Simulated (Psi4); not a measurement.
# SnF4 (SMILES [F][Sn]([F])([F])[F]): M06-L/def2-SVP (core potential)

Aim: the vertical ionisation energy of SnF4 at M06-L/def2-SVP (core potential), from 2 runs. 

The results are computed with Psi4 1.11.

16 further runs of the same task are left out: 12 that didn't finish, 4 set aside as unsound or not needed.

### 1 The molecule

SnF4: 5 atoms, total charge 0, spin state singlet. SMILES: `[F][Sn]([F])([F])[F]`. The shape is that of a PBE0-D4/def2-TZVP optimisation.

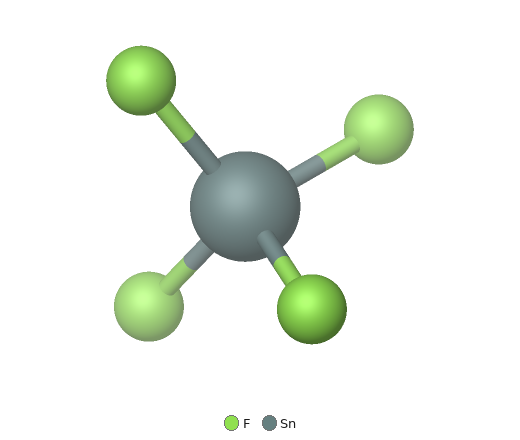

The structure, seen from a chosen angle (fluorine green, tin teal).

### 2 Energy and gradient at M06-L/def2-SVP (core potential)

f4sn.xyz

```xyz
5
F4Sn
F      0.130300    -0.871400     1.656700
Sn     0.009900    -0.014700    -0.008300
F     -1.285400     1.340000     0.078100
F     -0.477600    -1.263800    -1.320800
F      1.672500     0.736200    -0.447200
```

run.py

```python
import numpy as np
from ase.calculators.psi4 import Psi4
from ase.io import read

mol = read('f4sn.xyz')
calc = Psi4(atoms=mol, method='m06-l', basis='def2-SVP', memory='2200MB', num_threads=1, charge=0, multiplicity=1, label='f4sn')
calc.psi4.set_options({'puream': True, 'e_convergence': 1e-09, 'd_convergence': 1e-08, 'scf_type': 'pk', 'dft_radial_points': 99, 'dft_spherical_points': 590})
mol.calc = calc

forces = mol.get_forces()
print(f'energy: {mol.get_potential_energy():.6f} eV')
print('forces / eV A^-1')
print(np.round(forces, 5))
```

The run is started by

```sh
$ python run.py
```

f4sn.dat:

```text
[...]
    !!!  WARNING: ECP capability is in beta. Please check occupations closely.  !!!
[...]
  Running in c1 symmetry.
[...]
  Nuclear repulsion =  307.301543135868371
[...]
  Multiplicity = 1
[...]
  Nalpha       = 29
  Nbeta        = 29
[...]
    Number of basis functions: 82
[...]
   @RKS iter   1:  -613.35536712309886   -1.66027e+00   9.66108e-03 ADIIS/DIIS
[...]
   @RKS iter  11:  -613.55687311003385   -9.09495e-13   1.35634e-09 DIIS
[...]
    Orbital Energies [Eh]
    ---------------------
    Doubly Occupied:
       1A    -24.515702     2A    -24.515669     3A    -24.515667
       4A    -24.515664     5A     -5.127331     6A     -3.481259
       7A     -3.481258     8A     -3.481252     9A     -1.175795
      10A     -1.175780    11A     -1.175767    12A     -1.155913
      13A     -1.084274    14A     -1.084269    15A     -1.048260
      16A     -1.048239    17A     -1.048237    18A     -0.535756
      19A     -0.443177    20A     -0.443159    21A     -0.443157
      22A     -0.393735    23A     -0.393727    24A     -0.391090
      25A     -0.391086    26A     -0.391076    27A     -0.384396
      28A     -0.384386    29A     -0.384378
[...]
  @RKS Final Energy:  -613.55687311003385
   => Energetics <=
    Nuclear Repulsion Energy =            307.3015431358683713
    One-Electron Energy =               -1545.7714936831794148
    Two-Electron Energy =                 685.1784772098278609
    DFT Exchange-Correlation Energy =     -60.2653997725505661
    Empirical Dispersion Energy =           0.0000000000000000
    VV10 Nonlocal Energy =                  0.0000000000000000
    Total Energy =                       -613.5568731100338482
[...]
 Multipole Moments:
 ------------------------------------------------------------------------------------
     Multipole            Electronic (a.u.)      Nuclear  (a.u.)        Total (a.u.)
 ------------------------------------------------------------------------------------
 L = 1.  Multiply by 2.5417464519 to convert [e a0] to [Debye]
 Dipole X            :         -0.0015394            0.0012756           -0.0002638
 Dipole Y            :          0.0014808           -0.0012756            0.0002052
 Dipole Z            :         -0.0000079           -0.0000000           -0.0000079
 Magnitude           :                                                    0.0003343
[...]
  -Total Gradient:
     Atom            X                  Y                   Z
    ------   -----------------  -----------------  -----------------
       1       -0.001494816808     0.010907068153    -0.021128078930
       2       -0.000038233464     0.000009771525    -0.000005603471
       3        0.016450530144    -0.017176382443    -0.001036741891
       4        0.006164144532     0.015841161889     0.016655813460
       5       -0.021018889471    -0.009535802445     0.005518759079
[...]
```

On the terminal:

```text
energy: -16695.732922 eV
forces / eV A^-1
[[ 7.68700e-02 -5.60860e-01  1.08645e+00]
 [ 1.97000e-03 -5.00000e-04  2.90000e-04]
 [-8.45920e-01  8.83250e-01  5.33100e-02]
 [-3.16970e-01 -8.14590e-01 -8.56480e-01]
 [ 1.08083e+00  4.90350e-01 -2.83790e-01]]
```

It took 27 s on 1 thread of Intel Xeon Platinum 8259CL at 2.50GHz (Skylake/Cascade Lake), shared host; peak memory 1.4 GiB.

### 3 The doublet cation

job.dat

```
memory 2200 mb

molecule molecule1 {
  1 2
  F
  Sn 1 1.876341
  F 2 1.876294 1 109.4565
  F 2 1.876316 3 109.4814 1 120.00498
  F 2 1.876359 3 109.48346 1 -120.00533
  symmetry c1
  no_reorient
  no_com
}

set {
  basis def2-SVP
  reference uks
  puream true
  e_convergence 1e-09
  d_convergence 1e-08
  scf_type pk
  dft_radial_points 99
  dft_spherical_points 590
  maxiter 100
}

e, wfn = gradient('m06-l', return_wfn=True)
oeprop(wfn, 'MULLIKEN_CHARGES', 'DIPOLE', 'WIBERG_LOWDIN_INDICES', title='M06-L')
print_variables()
```

The run is started by

```sh
$ psi4 -n 1 job.dat job.out
```

job.out, cut to the lines that bear on the results:

```text
[...]
    !!!  WARNING: ECP capability is in beta. Please check occupations closely.  !!!
[...]
  Running in c1 symmetry.
[...]
  Nuclear repulsion =  307.301561995961947
[...]
  Multiplicity = 2
[...]
  Nalpha       = 29
  Nbeta        = 28
[...]
    Number of basis functions: 82
[...]
   @UKS iter   1:  -612.89413959800697   -1.23635e+00   7.46298e-03 DIIS/ADIIS
[...]
   @UKS iter  88:  -613.04475701707452   -5.68434e-13   6.08304e-09 DIIS
[...]
   @S^2 Observed:                7.539968615E-01
[...]
  @UKS Final Energy:  -613.04475701707452
   => Energetics <=
    Nuclear Repulsion Energy =            307.3015619959619471
    One-Electron Energy =               -1529.5948487947596277
    Two-Electron Energy =                 669.0140391479551454
    DFT Exchange-Correlation Energy =     -59.7655093662319672
    Empirical Dispersion Energy =           0.0000000000000000
    VV10 Nonlocal Energy =                  0.0000000000000000
    Total Energy =                       -613.0447570170745166
[...]
  -Total Gradient:
     Atom            X                  Y                   Z
    ------   -----------------  -----------------  -----------------
       1        0.001115543942     0.000492037691     0.038195497780
       2       -0.003943639067    -0.002242001538     0.003191238486
       3        0.000557711040     0.037911257877    -0.013748917585
       4        0.033155185447    -0.018432404860    -0.013769261715
       5       -0.030749842700    -0.017750316743    -0.013799558837
[...]
 Multipole Moments:
 ------------------------------------------------------------------------------------
     Multipole            Electronic (a.u.)      Nuclear  (a.u.)        Total (a.u.)
 ------------------------------------------------------------------------------------
 L = 1.  Multiply by 2.5417464519 to convert [e a0] to [Debye]
 Dipole X            :         -0.0442802            0.0000652           -0.0442150
 Dipole Y            :         -0.0268626            0.0016750           -0.0251876
 Dipole Z            :          0.0365880           -0.0006639            0.0359241
 Magnitude           :                                                    0.0622890
[...]
  Mulliken Charges: (a.u.)
   Center  Symbol    Alpha    Beta     Spin     Total
       1     F     4.73520  4.48085  0.25436 -0.21605
       2    SN    10.04255 10.11790 -0.07535  1.83954
       3     F     4.74347  4.46030  0.28317 -0.20377
[...]
```

It took 2.7 min on 1 thread of Intel Xeon Platinum 8259CL at 2.50GHz (Skylake/Cascade Lake), shared host; peak memory 1.4 GiB.

### 4 Results

Level: M06-L/def2-SVP (core potential).

| quantity | value |
| --- | --- |
| singlet SnF4: total energy | -613.55687 Eh |
| singlet SnF4: dipole moment | 0.00 D |
| singlet SnF4: HOMO energy | -10.46 eV |
| singlet SnF4: LUMO energy | -4.12 eV |
| singlet SnF4: HOMO–LUMO gap | 6.34 eV |
| singlet SnF4: largest force on an atom | 1.225 eV/Å |
| doublet cation: total energy | -613.04476 Eh |
| doublet cation: HOMO energy (highest over α and β) | -17.40 eV |
| doublet cation: LUMO energy (lowest over α and β) | -17.36 eV |
| doublet cation: ⟨S²⟩ | 0.754 |
| doublet cation: largest force on an atom | 2.075 eV/Å |
| vertical ionisation energy (to the doublet cation) | 13.935 eV |

In words: Removing an electron at fixed nuclei costs 13.94 eV (1345 kJ/mol). The largest force (singlet SnF4) is 1.23 eV/Å: the shape isn't a stationary point for this species at this level. The negative HOMO energy of the first species, 10.46 eV, lies 3.48 eV below that difference.
